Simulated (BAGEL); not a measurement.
# singlet CH4ClGe+: a chain of runs

Wanted: the energy (singlet CH4ClGe+, HF/cc-pVDZ), then the energy (doublet CH4ClGe, NEVPT2(3,3)/cc-pVDZ), then the energy (doublet CH4ClGe, CASPT2(3,3)/cc-pVDZ) of CH4ClGe. 

The results are computed with BAGEL 1.2.2.

3 further runs of the same task are left out: 3 set aside as unsound or not needed.

**1. The system as given**

CH4ClGe+: 7 atoms, total charge +1, spin state singlet. SMILES of the parent species: `[CH3][GeH][Cl]`. One bond was lengthened or shortened from a relaxed shape. That shape belongs to the parent species and isn't relaxed for this state.

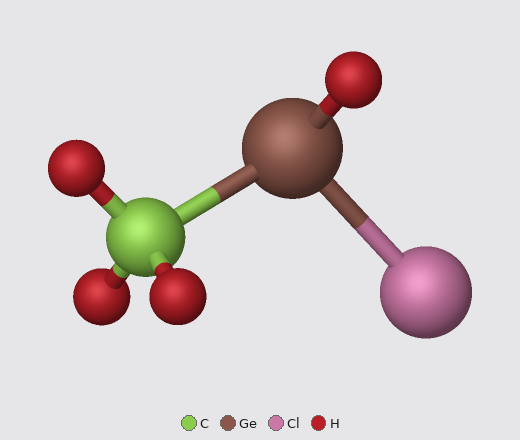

Viewed from a chosen angle; carbon green, germanium brown, chlorine pink, hydrogen red.

**2. A single-point energy at HF/cc-pVDZ (density fitting with svp-jkfit) (run 1)**

Contents of input.json:

```json
{ "bagel" : [

{
  "title" : "molecule",
  "basis" : "cc-pvdz.json",
  "df_basis" : "svp-jkfit",
  "angstrom" : false,
  "geometry" : [
    { "atom" : "C", "xyz" : [    -1.00099927,     0.98747261,    -0.63862916 ] },
    { "atom" : "Ge", "xyz" : [     1.71737176,    -1.51433581,    -0.48971875 ] },
    { "atom" : "Cl", "xyz" : [     2.30621042,    -2.41422339,     3.46472214 ] },
    { "atom" : "H", "xyz" : [    -0.43464835,     2.64306166,     0.45590021 ] },
    { "atom" : "H", "xyz" : [    -2.72650819,     0.19945681,     0.16015807 ] },
    { "atom" : "H", "xyz" : [    -1.33510285,     1.53738291,    -2.59695235 ] },
    { "atom" : "H", "xyz" : [     3.89548143,    -0.61321613,    -1.30410000 ] }
  ]
},

{
  "title" : "hf",
  "charge" : 1
},

{
  "title" : "print",
  "file" : "orbitals.molden",
  "orbitals" : true
}

]}
```

The basis set cc-pVDZ is read from a file made from the Basis Set Exchange's data (not shown).

Command:

```console
BAGEL_NUM_THREADS=1 BAGEL input.json > input.out
```

The log of the run:

```text
* using 1 threads per process

  ===============================================================
  ===============================================================

  *** Geometry ***

  { "atom" : "C", "xyz" : [     -1.000999,      0.987473,     -0.638629 ] },
  { "atom" : "Ge", "xyz" : [      1.717372,     -1.514336,     -0.489719 ] },
  { "atom" : "Cl", "xyz" : [      2.306210,     -2.414223,      3.464722 ] },
  { "atom" : "H", "xyz" : [     -0.434648,      2.643062,      0.455900 ] },
  { "atom" : "H", "xyz" : [     -2.726508,      0.199457,      0.160158 ] },
  { "atom" : "H", "xyz" : [     -1.335103,      1.537383,     -2.596952 ] },
  { "atom" : "H", "xyz" : [      3.895481,     -0.613216,     -1.304100 ] },

  Number of auxiliary basis functions:      541

  Since a DF basis is specified, we compute 2- and 3-index integrals:
    o Being stored without compression. Storage requirement is 0.027 GB

  Number of basis functions:       79
  Number of electrons      :       59

    * METHOD: MOLECULE                             0.22

  *** RHF ***

  === Nuclear Repulsion ===
   255.5506557004

      * DIIS with orbital gradients will be used.

  === RHF iteration (cc-pvdz.json) ===
      0      -2574.56614580          0.01469103           0.07
      1      -2574.69726251          0.00763831           0.06
      2      -2574.73045967          0.00132252           0.07
      3      -2574.73235039          0.00029019           0.07
      4      -2574.73247068          0.00013828           0.07
      5      -2574.73249898          0.00005440           0.07
      6      -2574.73250528          0.00002095           0.06
      7      -2574.73250613          0.00000704           0.07
      8      -2574.73250625          0.00000306           0.09
      9      -2574.73250627          0.00000099           0.09
     10      -2574.73250627          0.00000041           0.09
     11      -2574.73250627          0.00000013           0.09
     12      -2574.73250627          0.00000004           0.09
     13      -2574.73250627          0.00000001           0.08
     14      -2574.73250627          0.00000000           0.07
    * SCF iteration converged.

    * Permanent dipole moment:
           (    0.441965,    -0.205538,     1.666174) a.u.

    * METHOD: HF                                   1.31

    * METHOD: PRINT                                0.01

  ===============================================================
```

It took 1.9 s on 1 thread of Intel Xeon 6975P-C (Granite Rapids), shared host; peak memory 0.14 GiB.

**3. Doublet neutral CH4ClGe: a single-point energy at NEVPT2(3,3)/cc-pVDZ (density fitting with svp-jkfit) (run 2)**

Contents of nevpt2.json:

```json
{ "bagel" : [

{
  "title" : "molecule",
  "basis" : "cc-pvdz.json",
  "df_basis" : "svp-jkfit",
  "geometry" : [
    { "atom" : "C", "xyz" : [    -1.00099927,     0.98747261,    -0.63862916 ] },
    { "atom" : "Ge", "xyz" : [     1.71737176,    -1.51433581,    -0.48971875 ] },
    { "atom" : "Cl", "xyz" : [     2.30621042,    -2.41422339,     3.46472214 ] },
    { "atom" : "H", "xyz" : [    -0.43464835,     2.64306166,     0.45590021 ] },
    { "atom" : "H", "xyz" : [    -2.72650819,     0.19945681,     0.16015807 ] },
    { "atom" : "H", "xyz" : [    -1.33510285,     1.53738291,    -2.59695235 ] },
    { "atom" : "H", "xyz" : [     3.89548143,    -0.61321613,    -1.30410000 ] }
  ]
},

{ "title" : "hf", "charge" : 1 },

{ "title" : "casscf", "nstate" : 1, "nact" : 3, "nclosed" : 28, "nspin" : 1, "active" : [23, 30, 33], "maxiter" : 200, "natocc" : true },

{
  "title" : "nevpt2",
  "nstate" : 1,
  "nact" : 3,
  "nclosed" : 28,
  "nspin" : 1,
  "active" : [23, 30, 33],
  "maxiter" : 200,
  "natocc" : true,
  "ncore" : 15
},

{ "title" : "print", "file" : "orbitals.molden", "orbitals" : true }

]}
```

The basis set cc-pVDZ is read from a file made from the Basis Set Exchange's data (not shown).

Command:

```console
BAGEL_NUM_THREADS=1 BAGEL nevpt2.json > nevpt2.out
```

The log of the run:

```text
* using 1 threads per process

  ===============================================================
  ===============================================================

  *** Geometry ***

  { "atom" : "C", "xyz" : [     -1.000999,      0.987473,     -0.638629 ] },
  { "atom" : "Ge", "xyz" : [      1.717372,     -1.514336,     -0.489719 ] },
  { "atom" : "Cl", "xyz" : [      2.306210,     -2.414223,      3.464722 ] },
  { "atom" : "H", "xyz" : [     -0.434648,      2.643062,      0.455900 ] },
  { "atom" : "H", "xyz" : [     -2.726508,      0.199457,      0.160158 ] },
  { "atom" : "H", "xyz" : [     -1.335103,      1.537383,     -2.596952 ] },
  { "atom" : "H", "xyz" : [      3.895481,     -0.613216,     -1.304100 ] },

  Number of auxiliary basis functions:      541

  Since a DF basis is specified, we compute 2- and 3-index integrals:
    o Being stored without compression. Storage requirement is 0.027 GB

  Number of basis functions:       79
  Number of electrons      :       59

    * METHOD: MOLECULE                             0.21

  *** RHF ***

  === Nuclear Repulsion ===
   255.5506557004

      * DIIS with orbital gradients will be used.

  === RHF iteration (cc-pvdz.json) ===
      0      -2574.56614580          0.01469103           0.07
      1      -2574.69726251          0.00763831           0.06
      2      -2574.73045967          0.00132252           0.07
      3      -2574.73235039          0.00029019           0.07
      4      -2574.73247068          0.00013828           0.07
      5      -2574.73249898          0.00005440           0.07
      6      -2574.73250528          0.00002095           0.07
      7      -2574.73250613          0.00000704           0.07
      8      -2574.73250625          0.00000306           0.07
      9      -2574.73250627          0.00000099           0.07
     10      -2574.73250627          0.00000041           0.07
     11      -2574.73250627          0.00000013           0.07
     12      -2574.73250627          0.00000004           0.07
     13      -2574.73250627          0.00000001           0.08
     14      -2574.73250627          0.00000000           0.07
    * SCF iteration converged.

    * Permanent dipole moment:
           (    0.441965,    -0.205538,     1.666174) a.u.

    * METHOD: HF                                   1.21

  ---------------------------
      CASSCF calculation
  ---------------------------

    ==== Active orbitals : =====
         Orbital 23
         Orbital 30
         Orbital 33
    ============================

    * nstate   :      1
    * nclosed  :     28
    * nact     :      3
    * nvirt    :     48
  === CASSCF iteration (cc-pvdz.json) ===

    * Using the second-order algorithm

      0  0     -2575.00601006     1.11e-02      0.03

      1  0     -2575.03352092     5.31e-04      0.37

      2  0     -2575.04274579     5.12e-04      0.31

      3  0     -2575.04395659     1.12e-04      0.36

      4  0     -2575.04397700     1.36e-05      0.36

      5  0     -2575.04397723     3.62e-06      0.39

      6  0     -2575.04397724     1.05e-06      0.37

      7  0     -2575.04397724     3.25e-07      0.38

      8  0     -2575.04397724     1.03e-07      0.36

      9  0     -2575.04397724     3.30e-08      0.40

     10  0     -2575.04397724     1.06e-08      0.31

     11  0     -2575.04397724     3.38e-09      0.29

    * Second-order optimization converged. *

     guess   0:   closed 1..                  open .1.

  === FCI iteration ===

      0  0     -2575.03256066     4.64e-02      0.00
      1  0     -2575.04395209     1.60e-03      0.00
      2  0     -2575.04397681     2.42e-04      0.00
      3  0     -2575.04397724     1.48e-05      0.00
      4  0     -2575.04397724     3.77e-06      0.00
      5  0     -2575.04397724     2.15e-07      0.00
      6  0     -2575.04397724     5.64e-08      0.00
      7  0 *   -2575.04397724     1.05e-15      0.00

     * ci vector, state   0, <S^2> = 0.7500
       2a.     0.9966089053
       .a2     0.0731217723

    * METHOD: CASSCF                               4.08

    * freezing 15 orbitals

  === DF-NEVPT2 calculation ===

    * 3-index integral transformation done
    * assembly done

      NEVPT2 correlation energy:   -0.3634921795      0.11

          (+0)     -0.3015356325
          (+0)'    -0.0067809486
          (+1)     -0.0125090470
          (+1)'    -0.0001397377
          (+2)     -0.0002538818
          (-1)     -0.0277289823
          (-1)'    -0.0018834799
          (-2)     -0.0126604696

      NEVPT2 total energy:       -2575.4074694189

    * METHOD: NEVPT2                               0.24

    * METHOD: PRINT                                0.01

  ===============================================================
```

It took 6.3 s on 1 thread of Intel Xeon 6975P-C (Granite Rapids), shared host; peak memory 0.14 GiB.

**4. Doublet neutral CH4ClGe: a single-point energy at CASPT2(3,3)/cc-pVDZ (density fitting with svp-jkfit) (run 3)**

Contents of caspt2.json:

```json
{ "bagel": [

{
  "title": "molecule",
  "basis": "cc-pvdz.json",
  "df_basis": "svp-jkfit",
  "geometry": [
    { "atom": "C", "xyz": [    -1.00099927,     0.98747261,    -0.63862916 ] },
    { "atom": "Ge", "xyz": [     1.71737176,    -1.51433581,    -0.48971875 ] },
    { "atom": "Cl", "xyz": [     2.30621042,    -2.41422339,     3.46472214 ] },
    { "atom": "H", "xyz": [    -0.43464835,     2.64306166,     0.45590021 ] },
    { "atom": "H", "xyz": [    -2.72650819,     0.19945681,     0.16015807 ] },
    { "atom": "H", "xyz": [    -1.33510285,     1.53738291,    -2.59695235 ] },
    { "atom": "H", "xyz": [     3.89548143,    -0.61321613,    -1.30410000 ] }
  ]
},

{
  "title": "hf",
  "charge": 1
},

{
  "title": "casscf",
  "nstate": 1,
  "nact": 3,
  "nclosed": 28,
  "nspin": 1,
  "active": [23, 30, 33],
  "maxiter": 200,
  "natocc": "true"
},

{
  "title": "print",
  "file": "orbitals.molden",
  "orbitals": "true"
},

{
  "title": "smith",
  "method": "caspt2",
  "ms": "true",
  "xms": "true",
  "sssr": "true",
  "shift": 0.2,
  "shift_imag": "true",
  "ncore": 15
}

]}
```

The basis set cc-pVDZ is read from a file made from the Basis Set Exchange's data (not shown).

Command:

```console
BAGEL_NUM_THREADS=1 BAGEL caspt2.json > caspt2.out
```

The log of the run:

```text
* using 1 threads per process

  ===============================================================
  ===============================================================

  *** Geometry ***

  { "atom" : "C", "xyz" : [     -1.000999,      0.987473,     -0.638629 ] },
  { "atom" : "Ge", "xyz" : [      1.717372,     -1.514336,     -0.489719 ] },
  { "atom" : "Cl", "xyz" : [      2.306210,     -2.414223,      3.464722 ] },
  { "atom" : "H", "xyz" : [     -0.434648,      2.643062,      0.455900 ] },
  { "atom" : "H", "xyz" : [     -2.726508,      0.199457,      0.160158 ] },
  { "atom" : "H", "xyz" : [     -1.335103,      1.537383,     -2.596952 ] },
  { "atom" : "H", "xyz" : [      3.895481,     -0.613216,     -1.304100 ] },

  Number of auxiliary basis functions:      541

  Since a DF basis is specified, we compute 2- and 3-index integrals:
    o Being stored without compression. Storage requirement is 0.027 GB

  Number of basis functions:       79
  Number of electrons      :       59

    * METHOD: MOLECULE                             0.21

  *** RHF ***

  === Nuclear Repulsion ===
   255.5506557004

      * DIIS with orbital gradients will be used.

  === RHF iteration (cc-pvdz.json) ===
      0      -2574.56614580          0.01469103           0.07
      1      -2574.69726251          0.00763831           0.07
      2      -2574.73045967          0.00132252           0.07
      3      -2574.73235039          0.00029019           0.07
      4      -2574.73247068          0.00013828           0.07
      5      -2574.73249898          0.00005440           0.07
      6      -2574.73250528          0.00002095           0.07
      7      -2574.73250613          0.00000704           0.07
      8      -2574.73250625          0.00000306           0.07
      9      -2574.73250627          0.00000099           0.07
     10      -2574.73250627          0.00000041           0.07
     11      -2574.73250627          0.00000013           0.07
     12      -2574.73250627          0.00000004           0.07
     13      -2574.73250627          0.00000001           0.07
     14      -2574.73250627          0.00000000           0.07
    * SCF iteration converged.

    * Permanent dipole moment:
           (    0.441965,    -0.205538,     1.666174) a.u.

    * METHOD: HF                                   1.20

  ---------------------------
      CASSCF calculation
  ---------------------------

    ==== Active orbitals : =====
         Orbital 23
         Orbital 30
         Orbital 33
    ============================

    * nstate   :      1
    * nclosed  :     28
    * nact     :      3
    * nvirt    :     48
  === CASSCF iteration (cc-pvdz.json) ===

    * Using the second-order algorithm

      0  0     -2575.00601006     1.11e-02      0.02

      1  0     -2575.03352092     5.31e-04      0.40

      2  0     -2575.04274579     5.12e-04      0.35

      3  0     -2575.04395659     1.12e-04      0.36

      4  0     -2575.04397700     1.36e-05      0.35

      5  0     -2575.04397723     3.62e-06      0.37

      6  0     -2575.04397724     1.05e-06      0.37

      7  0     -2575.04397724     3.25e-07      0.38

      8  0     -2575.04397724     1.03e-07      0.35

      9  0     -2575.04397724     3.30e-08      0.36

     10  0     -2575.04397724     1.06e-08      0.31

     11  0     -2575.04397724     3.38e-09      0.29

    * Second-order optimization converged. *

     guess   0:   closed 1..                  open .1.

  === FCI iteration ===

      0  0     -2575.03256066     4.64e-02      0.00
      1  0     -2575.04395209     1.60e-03      0.00
      2  0     -2575.04397681     2.42e-04      0.00
      3  0     -2575.04397724     1.48e-05      0.00
      4  0     -2575.04397724     3.77e-06      0.00
      5  0     -2575.04397724     2.15e-07      0.00
      6  0     -2575.04397724     5.64e-08      0.00
      7  0 *   -2575.04397724     1.05e-15      0.00

     * ci vector, state   0, <S^2> = 0.7500
       2a.     0.9966089053
       .a2     0.0731217723

    * METHOD: CASSCF                               4.09

    * METHOD: PRINT                                0.01

  === SMITH program ===

    * freezing 15 orbitals

    * Approximate memory requirement for SMITH calulation per MPI process:
      o Storage requirement for T-amplitude, lambda, and residual is 0.02 GB
      o Storage requirement for MO integrals is 0.01 GB
    * Calculating and saving rdm4f

    * Zeroth order energy : state  0       -1.3099577314

    * CASPT2 iteration is performed using orthogonal basis

      -------------------------------------------  CASPT2 iteration  ---------------------------------------------------
       #      aibj      arbs      arbi      airj      risj      airs      arst      rist         Etot      error   time
      ------------------------------------------------------------------------------------------------------------------

       0  -0.30147  -0.01541  -0.02972  -0.01441  -0.00037  -0.00650  -0.00184  -0.00013   -0.3698455  0.0014962   0.07
       1  -0.30183  -0.01553  -0.02985  -0.01464  -0.00040  -0.00667  -0.00190  -0.00013   -0.3709473  0.0002882   0.05
       2  -0.30185  -0.01554  -0.02986  -0.01465  -0.00040  -0.00667  -0.00190  -0.00014   -0.3709913  0.0000684   0.06
       3  -0.30184  -0.01553  -0.02986  -0.01465  -0.00040  -0.00667  -0.00190  -0.00013   -0.3709932  0.0000159   0.06
       4  -0.30184  -0.01553  -0.02986  -0.01465  -0.00040  -0.00667  -0.00190  -0.00013   -0.3709933  0.0000036   0.06
       5  -0.30184  -0.01553  -0.02986  -0.01465  -0.00040  -0.00667  -0.00190  -0.00013   -0.3709933  0.0000008   0.07

      ------------------------------------------------------------------------------------------------------------------

    * CASPT2 energy : state  0    -2575.4173704850
        w/o shift correction      -2575.4149705653
        reference weight              0.8763972056

    * METHOD: SMITH                                0.57

  ===============================================================
```

It took 6.6 s on 1 thread of Intel Xeon 6975P-C (Granite Rapids), shared host; peak memory 0.18 GiB.

**5. Summary of results**

| quantity | value |
| --- | --- |
| run 1, HF/cc-pVDZ: total energy | -2574.73251 Eh |
| run 1, HF/cc-pVDZ: HOMO energy | -17.60 eV |
| run 1, HF/cc-pVDZ: LUMO energy | -7.29 eV |
| run 1, HF/cc-pVDZ: HOMO–LUMO gap | 10.31 eV |
| doublet neutral CH4ClGe, run 2: total energy | -2575.40747 Eh |
| doublet neutral CH4ClGe, run 3: total energy | -2575.41737 Eh |
